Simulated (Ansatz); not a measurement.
# Band gap of CeO2 (Fm-3m) from density functionals to GW

Wanted: a ladder of band gaps for CeO2 (Fm-3m), from density functionals to G0W0.

Program: Ansatz 0.2.0. Level of theory: density functionals, hybrids and G0W0, plane waves, PAW. Results are calculated unless marked as measured.

**Experimental background.**

- Gap 3.05 ± 0.22 eV: indirect optical gap from Tauc plot; spectroscopic ellipsometry; film (polycrystalline ALD film, about 24 nm, on TiN, about 18% Ce3+) on TiN (“Structural, Chemical and Optical Properties of Cerium Dioxide Film Prepared by Atomic Layer Deposition on TiN and Si Substrates”, 2017, arxiv:1705.04071).

- Gap 3.25 ± 0.05 eV: O 2p to Ce 4f charge-transfer optical gap from Tauc plot; diffuse reflectance, Tauc plot; powder (“Strengths of covalent bonds in LnO2 determined from O K-edge XANES spectra using a Hubbard model”, 2023, pmc:10646950).

- Gap 3.63 ± 0.18 eV: direct optical gap from Tauc plot; spectroscopic ellipsometry; film (polycrystalline ALD film, about 24 nm, on TiN, about 18% Ce3+) on TiN (“Structural, Chemical and Optical Properties of Cerium Dioxide Film Prepared by Atomic Layer Deposition on TiN and Si Substrates”, 2017, arxiv:1705.04071).

- Gap 3.54 ± 0.63 eV: direct optical gap from Tauc plot; spectroscopic ellipsometry; film (polycrystalline ALD film, about 24 nm, on Si, about 22% Ce3+) on Si (“Structural, Chemical and Optical Properties of Cerium Dioxide Film Prepared by Atomic Layer Deposition on TiN and Si Substrates”, 2017, arxiv:1705.04071).

- Gap 3.27 eV: optical gap from UV-vis absorption, direct-gap analysis; UV-vis absorption; powder (synthesised powder, particles about 50-200 nm) (“Observation of Fast Low‐Temperature Oxygen Ion Conduction in CeO2/β"‐Al2O3 Heterostructure”, 2024, pmc:11425223).

Most raw output is cut from this account.

In doubt: the elements are of a kind flagged for part-filled d or f shells, though by formal charges that shell is empty here, so the flag may not apply; the elements are of a kind flagged for part-filled d or f shells, though by formal charges that shell is empty here, so the flag may not apply; the elements are of a kind flagged for part-filled d or f shells, though by formal charges that shell is empty here, so the flag may not apply; masses and optical values from hybrid runs of this build are listed as unsure (step 10), which bears on the screening that GW takes from such a start.

## 1. The starting structure

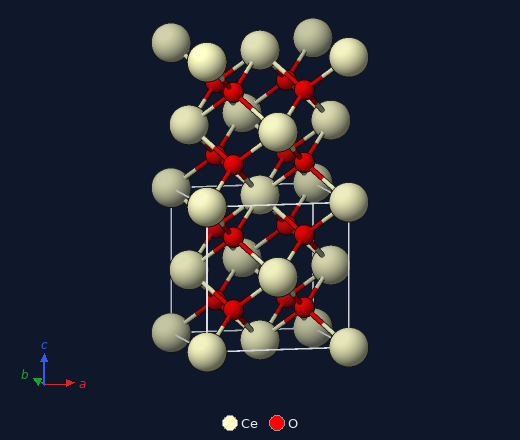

The cell as given, slightly off an axis (cerium light yellow, oxygen red). 1×1×2 cells are drawn. This picture shows the conventional cell, with its axes. Some periodic images of atoms are drawn too.

The cell and positions come from the Crystallography Open Database and are kept as given unless a step says otherwise. Spin-orbit coupling is left out unless a step names it.

The logs state that the PAW files were generated under PBE.

## 2. LDA on the 8×8×8 mesh

This step: DFT, LDA, plane waves, PAW; PAW set soft_1.

The input, input.yaml:

```yaml
crystal:
  lattice:
    - [0.0, 2.70365, 2.70365]
    - [2.70365, 0.0, 2.70365]
    - [2.70365, 2.70365, 0.0]
  atoms:
    - { symbol: Ce, position: [0.0, 0.0, 0.0] }
    - { symbol: O, position: [0.25, 0.25, 0.25] }
    - { symbol: O, position: [0.75, 0.75, 0.75] }
kpoints:
  mp_grid: { grid: [8, 8, 8] }
  band_path:
    path:
      - [0.0, 0.0, 0.0]
      - [0.5, 0.0, 0.5]
      - [0.625, 0.25, 0.625]
      - [0.375, 0.375, 0.75]
      - [0.5, 0.5, 0.5]
      - [0.5, 0.25, 0.75]
      - [0.2625, 0.2625, 0.525]
    npoints: 1
hamiltonian:
  xc: lda
  pseudopotentials: { kind: paw, azcp: { folder: soft_1 }, xc_functional: pbe }
scf:
  occupations: { method: fixed }
  n_extra_bands: 5
output:
  eigenvalues: true
  forces: true
  stress: true
```

On the command line:

```sh
$ ansatz run input.yaml --threads 3 --pin off --max-ram 92160MiB --backend cuda --events-out ev --progress --plain --runs-dir out --devices 1 --max-vram 13GiB
```

Elapsed: 8.2 s, on 1 × NVIDIA H100 80GB HBM3 (shared by 6 runs) with 3 threads of AMD EPYC 7R13 (Zen 3), shared host; peak memory 0.89 GiB.

Numbers from this step:

| Item | Value |
| --- | --- |
| pressure | -5.224 GPa |
| gap | 1.911 eV |
| valence top at | k = (0.263, 0.263, 0.525) |
| conduction bottom at | L |
| least direct gap | 2.010 eV |

Over mesh and listed points the gap is 1.911 eV, from k = (0.263, 0.263, 0.525) to k = (0.500, 0.500, 0.500). The least direct gap found is 2.010 eV, at k = (0.263, 0.263, 0.525). On the 8×8×8 mesh alone the same run gives 1.922 eV, so that mesh misses an edge of LDA: 1.922 − 1.911 = +0.011 eV. The pressure in this cell is -5 GPa; the cell is kept.

## 3. PBE on the 8×8×8 mesh

Levels along a band path and on the mesh show where this functional puts the band edges.

This step: DFT, PBE, plane waves, PAW; PAW set soft_1.

The input, input.yaml:

```yaml
crystal:
  lattice:
    - [0.0, 2.70365, 2.70365]
    - [2.70365, 0.0, 2.70365]
    - [2.70365, 2.70365, 0.0]
  atoms:
    - { symbol: Ce, position: [0.0, 0.0, 0.0] }
    - { symbol: O, position: [0.25, 0.25, 0.25] }
    - { symbol: O, position: [0.75, 0.75, 0.75] }
kpoints:
  mp_grid: { grid: [8, 8, 8] }
  band_path:
    path:
      - [[0.0, 0.0, 0.0], [0.5, 0.0, 0.5], [0.625, 0.25, 0.625]]
      - [[0.375, 0.375, 0.75], [0.0, 0.0, 0.0], [0.5, 0.5, 0.5], [0.5, 0.25, 0.75], [0.5, 0.0, 0.5]]
    npoints: 10
hamiltonian:
  xc: pbe
  pseudopotentials: { kind: paw, azcp: { folder: soft_1 } }
scf:
  occupations: { method: fermi_dirac, width: 0.02 }
  n_extra_bands: 5
output:
  eigenvalues: true
  forces: true
  stress: true
  write_density: true
  write_potential: true
  elf: true
  volumetric_format: npy
```

It took 4.9 s on 1 × NVIDIA H100 80GB HBM3 (shared by 6 runs) with 3 threads; peak memory 0.93 GiB.

This step gave:

| Quantity | Value |
| --- | --- |
| pressure | 5.879 GPa |
| filled bands | 12 |
| gap | 1.958 eV |
| valence top at | k = (0.263, 0.263, 0.525) |
| conduction bottom at | L |
| least direct gap | 2.056 eV |

Over mesh and path the gap is 1.958 eV, from k = (0.263, 0.263, 0.525) to k = (0.500, 0.500, 0.500). The least direct gap found is 2.056 eV, at k = (0.263, 0.263, 0.525). On the 8×8×8 mesh alone the same run gives 1.968 eV, so that mesh misses an edge of PBE: 1.968 − 1.958 = +0.010 eV. The pressure in this cell is 6 GPa; the cell is kept. PBE against LDA: 1.958 − 1.911 = +0.047 eV, with the same mesh, files and cutoff, and both edges at the same k points.

## 4. PBE+SOC on the 8×8×8 mesh

This run has two-component orbitals with spin-orbit coupling.

This step: DFT, PBE with spin-orbit coupling, plane waves, PAW; PAW set soft_1.

input.yaml, the sections that differ from step 3:

```yaml
kpoints:
  mp_grid: { grid: [8, 8, 8] }
  band_path:
    path:
      - [0.0, 0.0, 0.0]
      - [0.5, 0.0, 0.5]
      - [0.625, 0.25, 0.625]
      - [0.375, 0.375, 0.75]
      - [0.5, 0.5, 0.5]
      - [0.5, 0.25, 0.75]
      - [0.2625, 0.2625, 0.525]
    npoints: 1
hamiltonian:
  xc: pbe
  pseudopotentials: { kind: paw_fr, azcp: { folder: soft_1 } }
scf:
  occupations: { method: fixed }
  n_extra_bands: 10
magnetization:
  noncollinear: true
  spin_orbit: true
# crystal, output: as in step 3
```

Wall time 7.5 s (1 × NVIDIA H100 80GB HBM3 (shared by 6 runs) with 3 threads); peak memory 0.97 GiB; 7.9 s of CPU time.

This step gave:

| Property | Result |
| --- | --- |
| pressure | 5.790 GPa |
| gap | 1.876 eV |
| valence top at | k = (0.263, 0.263, 0.525) |
| conduction bottom at | L |
| least direct gap | 1.991 eV |

Over mesh and listed points the gap is 1.876 eV, from k = (0.263, 0.263, 0.525) to k = (0.500, 0.500, 0.500). The least direct gap found is 1.991 eV, at k = (0.263, 0.263, 0.525). On the 8×8×8 mesh alone the same run gives 1.886 eV, so that mesh misses an edge of PBE+SOC: 1.886 − 1.876 = +0.010 eV. The pressure in this cell is 6 GPa; the cell is kept. PBE+SOC against PBE: 1.876 − 1.958 = −0.082 eV, with the same mesh, set of files (read in its fully relativistic form for the spin-orbit run) and cutoff, and both edges at the same k points. The spin-orbit run sees mesh and listed points alone, so its gap is an upper bound: the coupling can move an edge off these points, and the change over the zone, its sign included where it is small, is not known.

## 5. r2SCAN on the 8×8×8 mesh

r2SCAN is a meta-GGA: it depends on the kinetic-energy density as well as on the density and its gradient.

This step: DFT, r2SCAN, plane waves, PAW; PAW set soft_1.

input.yaml, the sections that differ from step 4:

```yaml
hamiltonian:
  xc: r2scan
  pseudopotentials: { kind: paw, azcp: { folder: soft_1 } }
scf:
  occupations: { method: fixed }
  n_extra_bands: 5
output:
  eigenvalues: true
  forces: true
  stress: true
# crystal, kpoints: as in step 4
# magnetization: removed
```

The job ended after 5 s (1 × NVIDIA H100 80GB HBM3 (shared by 6 runs) with 3 threads; peak memory 0.93 GiB; 3.8 s of CPU time).

This step gave:

```
pressure             : 3.350 GPa
gap                  : 2.214 eV
valence top at       : k = (0.263, 0.263, 0.525)
conduction bottom at : L
least direct gap     : 2.330 eV
```

Over mesh and listed points the gap is 2.214 eV, from k = (0.263, 0.263, 0.525) to k = (0.500, 0.500, 0.500). The least direct gap found is 2.330 eV, at k = (0.263, 0.263, 0.525). On the 8×8×8 mesh alone the same run gives 2.222 eV, so that mesh misses an edge of r2SCAN: 2.222 − 2.214 = +0.008 eV. r2SCAN against PBE: 2.214 − 1.958 = +0.256 eV. The runs also differ in plane-wave cutoff (420 eV and 500 eV), so how much of this comes from the functional alone is not known.

## 6. HSE06 on the 6×6×6 mesh

HSE06 mixes in a quarter of exact exchange at short range.

This step: DFT, HSE06, plane waves, PAW; PAW set soft_1.

input.yaml: that of step 5 with these lines changed.

```diff
@@ -10,3 +10,3 @@
 kpoints:
-  mp_grid: { grid: [8, 8, 8] }
+  mp_grid: { grid: [6, 6, 6] }
   band_path:
@@ -22,3 +22,3 @@
 hamiltonian:
-  xc: r2scan
+  xc: hse06
   pseudopotentials: { kind: paw, azcp: { folder: soft_1 } }
@@ -29,3 +29,5 @@
   eigenvalues: true
-  forces: true
-  stress: true
+  write_density: true
+  write_potential: true
+  elf: true
+  volumetric_format: npy
```

Run time: 21 s. Hardware: 1 × NVIDIA H100 80GB HBM3 (shared by 6 runs) with 3 threads; peak memory 1.2 GiB.

Numbers from this step:

```yaml
gap: 3.586 eV
valence_top_at: k = (0.263, 0.263, 0.525)
conduction_bottom_at: L
least_direct_gap: 3.748 eV
exact_exchange_fraction: 0.25
```

Over mesh and listed points the gap is 3.586 eV, from k = (0.263, 0.263, 0.525) to k = (0.500, 0.500, 0.500). The least direct gap found is 3.748 eV, at k = (0.263, 0.263, 0.525). On the 6×6×6 mesh alone the same run gives 3.724 eV, so that mesh misses an edge of HSE06: 3.724 − 3.586 = +0.138 eV. HSE06 against PBE: 3.586 − 1.958 = +1.628 eV. The runs also differ in mesh (8×8×8 and 6×6×6), so how much of this comes from the functional alone is not known.

## 7. PBE0 on the 6×6×6 mesh

PBE0 mixes in a quarter of exact exchange at all distances.

This step: DFT, PBE0, plane waves, PAW; PAW set soft_1.

input.yaml: that of step 6 with these lines changed.

```diff
@@ -22,3 +22,3 @@
 hamiltonian:
-  xc: hse06
+  xc: pbe0
   pseudopotentials: { kind: paw, azcp: { folder: soft_1 } }
```

Run time: 23 s. Hardware: 1 × NVIDIA H100 80GB HBM3 (shared by 6 runs) with 3 threads; peak memory 1.3 GiB.

This step gave:

```
gap                     : 4.355 eV
valence top at          : k = (0.263, 0.263, 0.525)
conduction bottom at    : L
least direct gap        : 4.523 eV
exact-exchange fraction : 0.25
```

Over mesh and listed points the gap is 4.355 eV, from k = (0.263, 0.263, 0.525) to k = (0.500, 0.500, 0.500). The least direct gap found is 4.523 eV, at k = (0.263, 0.263, 0.525). On the 6×6×6 mesh alone the same run gives 4.494 eV, so that mesh misses an edge of PBE0: 4.494 − 4.355 = +0.139 eV. PBE0 against HSE06: 4.355 − 3.586 = +0.769 eV, with the same mesh, files and cutoff, and both edges at the same k points.

## 8. DDH-PBE0 on the 6×6×6 mesh

The input asks for a share of exact exchange of one over the crystal's ε∞, which the program works out first.

This step: DFT, dielectric-dependent PBE0 (fraction 1/eps_inf of PBE), plane waves, PAW; PAW set soft_1.

input.yaml, the sections that differ from step 7:

```yaml
crystal:
  lattice:
    - [0.0, 2.70365, 2.70365]
    - [2.70365, 0.0, 2.70365]
    - [2.70365, 2.70365, 0.0]
  atoms:
    - { symbol: Ce, position: [0.0, 0.0, 0.0] }
    - { symbol: O, position: [0.25, 0.25, 0.25] }
    - { symbol: O, position: [0.75, 0.75, 0.75] }
  host: atoms
hamiltonian:
  xc:
    exchange: pbe
    correlation: pbe
    exx: { coeff: inverse_dielectric }
  pseudopotentials: { kind: paw, azcp: { folder: soft_1 } }
output:
  eigenvalues: true
# kpoints, scf: as in step 7
```

Elapsed: 36 s, on 1 × NVIDIA H100 80GB HBM3 (shared by 6 runs) with 3 threads; peak memory 1.3 GiB; 34 s of CPU time.

This step gave:

```yaml
gap: 3.123 eV
valence_top_at: k = (0.263, 0.263, 0.525)
conduction_bottom_at: L
least_direct_gap: 3.259 eV
exact_exchange_fraction: 0.1284
```

Over mesh and listed points the gap is 3.123 eV, from k = (0.263, 0.263, 0.525) to k = (0.500, 0.500, 0.500). The least direct gap found is 3.259 eV, at k = (0.263, 0.263, 0.525). On the 6×6×6 mesh alone the same run gives 3.255 eV, so that mesh misses an edge of DDH-PBE0: 3.255 − 3.123 = +0.132 eV. DDH-PBE0 against PBE0: 3.123 − 4.355 = −1.232 eV, with the same mesh, files and cutoff, and both edges at the same k points.

## 9. G0W0@PBE, 6×6×6 mesh, 253 empty bands, screening to 200 eV, PAW set soft_1 files

G0W0 replaces the xc potential by a self-energy built once from the orbitals of the start. Levels are corrected in the window of bands that the input names, at points of the mesh.

This step: G0W0 on PBE, plane waves, PAW; PAW set soft_1.

The input, input.yaml:

```yaml
crystal:
  lattice:
    - [0.0, 2.70365, 2.70365]
    - [2.70365, 0.0, 2.70365]
    - [2.70365, 2.70365, 0.0]
  atoms:
    - { symbol: Ce, position: [0.0, 0.0, 0.0] }
    - { symbol: O, position: [0.25, 0.25, 0.25] }
    - { symbol: O, position: [0.75, 0.75, 0.75] }
kpoints:
  mp_grid: { grid: [6, 6, 6] }
hamiltonian:
  xc: pbe
  pseudopotentials: { kind: paw, azcp: { folder: soft_1 } }
scf:
  occupations: { method: fixed }
gw:
  n_empty_bands: 253
  ecut_chi: 200.0
  qp_bands: [v2, c2]
  qp_kpoints: band_edges
  screening: { model: contour_deformation }
```

It took 18 s on 1 × NVIDIA H100 80GB HBM3 (shared by 6 runs) with 3 threads; peak memory 1.3 GiB; 19 s of CPU time.

This step gave:

```yaml
bands_summed: 265
rpa_eps_infinity_on_this_mesh_eigenvalues: 7.592, 7.592, 7.592
plane_waves_in_the_screening_matrix: 259
g0w0_gap_over_the_corrected_points: 3.890 eV
k_of_the_valence_top: 0, 0.1667, -0.1667
k_of_the_conduction_bottom: 0, 0, -0.5
starting_gap_on_the_mesh: 2.082 eV
z_at_the_valence_top: 0.6794
z_at_the_conduction_bottom: 0.5752
least_direct_g0w0_gap_over_the_corrected_points: 3.985 eV
```

Over all 16 irreducible mesh points the G0W0 gap is 3.890 eV, from k = (0.000, 0.167, -0.167) to k = (0.000, 0.000, -0.500). The PBE gap of this run on the mesh is 2.082 eV. Other states bound it: the two that bound the G0W0 gap lie 2.198 eV apart in PBE, so state for state the correction is 3.890 − 2.198 = +1.692 eV, while gap against gap it is 3.890 − 2.082 = +1.808 eV. The program marks 32 of the 64 corrected levels as in doubt (Z under floor, energies apart), among them the conduction bottom.

## 10. G0W0@HSE06, 6×6×6 mesh, 117 empty bands, screening to 120 eV, PAW set soft_1 files

This step: G0W0 on HSE06, plane waves, PAW; PAW set soft_1.

input.yaml: that of step 9 with these lines changed.

```diff
@@ -12,3 +12,3 @@
 hamiltonian:
-  xc: pbe
+  xc: hse06
   pseudopotentials: { kind: paw, azcp: { folder: soft_1 } }
@@ -17,4 +17,4 @@
 gw:
-  n_empty_bands: 253
-  ecut_chi: 200.0
+  n_empty_bands: 117
+  ecut_chi: 120
   qp_bands: [v2, c2]
```

The job ended after 36 s (1 × NVIDIA H100 80GB HBM3 (shared by 6 runs) with 3 threads; peak memory 1.4 GiB; 47 s of CPU time).

This step gave:

```
bands summed                                    : 129
RPA ε∞ on this mesh (eigenvalues)               : 4.962, 4.962, 4.962
plane waves in the screening matrix             : 113
G0W0 gap over the corrected points              : 4.594 eV
k of the valence top                            : 0.1667, 0.3333, -0.5
k of the conduction bottom                      : 0, 0, -0.5
starting gap on the mesh                        : 3.724 eV
Z at the valence top                            : 0.7564
Z at the conduction bottom                      : 0.6616
least direct G0W0 gap over the corrected points : 4.728 eV
```

Over all 16 irreducible mesh points the G0W0 gap is 4.594 eV, from k = (0.167, 0.333, -0.500) to k = (0.000, 0.000, -0.500). The HSE06 gap of this run on the mesh is 3.724 eV. The two states that bound the G0W0 gap lie that far apart at the start, so the correction of the gap is 4.594 − 3.724 = +0.870 eV. G0W0@HSE06 against G0W0@PBE with 129 bands (a further run, in the table below): 4.594 − 3.831 = +0.763 eV. Mesh, set of files and cutoffs are the same, but the valence top lies at another k point, so this need not be the shift of one pair of states. The program doubts an edge level of G0W0@PBE with 129 bands (6×6×6, soft_1 PAW).

## 11. G0W0@LDA, 6×6×6 mesh, 117 empty bands, screening to 120 eV, PAW set soft_1 files

This step: G0W0 on LDA, plane waves, PAW; PAW set soft_1.

input.yaml: that of step 10 with these lines changed.

```diff
@@ -12,4 +12,4 @@
 hamiltonian:
-  xc: hse06
-  pseudopotentials: { kind: paw, azcp: { folder: soft_1 } }
+  xc: lda
+  pseudopotentials: { kind: paw, azcp: { folder: soft_1 }, xc_functional: pbe }
 scf:
```

Elapsed: 16 s, on 1 × NVIDIA H100 80GB HBM3 (shared by 6 runs) with 3 threads; peak memory 1.1 GiB; 21 s of CPU time.

Numbers from this step:

```yaml
bands_summed: 129
rpa_eps_infinity_on_this_mesh_eigenvalues: 7.831, 7.831, 7.831
plane_waves_in_the_screening_matrix: 113
g0w0_gap_over_the_corrected_points: 3.747 eV
k_of_the_valence_top: 0, 0.1667, -0.1667
k_of_the_conduction_bottom: 0, 0, -0.5
starting_gap_on_the_mesh: 2.037 eV
z_at_the_valence_top: 0.6839
z_at_the_conduction_bottom: 0.5824
least_direct_g0w0_gap_over_the_corrected_points: 3.835 eV
```

Over all 16 irreducible mesh points the G0W0 gap is 3.747 eV, from k = (0.000, 0.167, -0.167) to k = (0.000, 0.000, -0.500). The LDA gap of this run on the mesh is 2.037 eV. Other states bound it: the two that bound the G0W0 gap lie 2.159 eV apart in LDA, so state for state the correction is 3.747 − 2.159 = +1.588 eV, while gap against gap it is 3.747 − 2.037 = +1.710 eV. G0W0@LDA against G0W0@PBE with 129 bands (a further run, in the table below): 3.747 − 3.831 = −0.084 eV, with the same mesh, files and cutoffs, and both edges at the same k points. The program doubts an edge level of G0W0@PBE with 129 bands (6×6×6, soft_1 PAW). The program doubts an edge level of G0W0@LDA with 129 bands (6×6×6, soft_1 PAW). The program marks 32 of the 64 corrected levels as in doubt (Z under floor, energies apart), among them the conduction bottom.

[end of part 1 of 2]

[Paths, hosts, dates, memory and timing lines, banners, echoed tables and standing remarks are left out of the program output.]

[Logs are printed without paths, hosts, clocks, repeated set-up lines and the standing remarks that a program may print on its own settings, such as how far it seeks lower states.]

[Runs of the session that timed out or met a known fault of the program may be left out.]

[Cells called generated may have been cut or substituted from an entry of the Crystallography Open Database or the Materials Project.]

[Hosts, paths, dates, database ids (printed as entryN), source tags and the programs' standing remarks are cut or masked in the printed files.]

[Where an RPA ε∞ is given, it is that of the G0W0 mesh and is not shown converged in it. Names of k-points follow the symmetry that the program found, which can be lower than the space group named. Band edges on a path are those of the sampled points; other points can move an edge, and change direct to indirect where valleys lie close.]

[Hybrid gaps are those of their k-mesh and are not shown converged in it.]
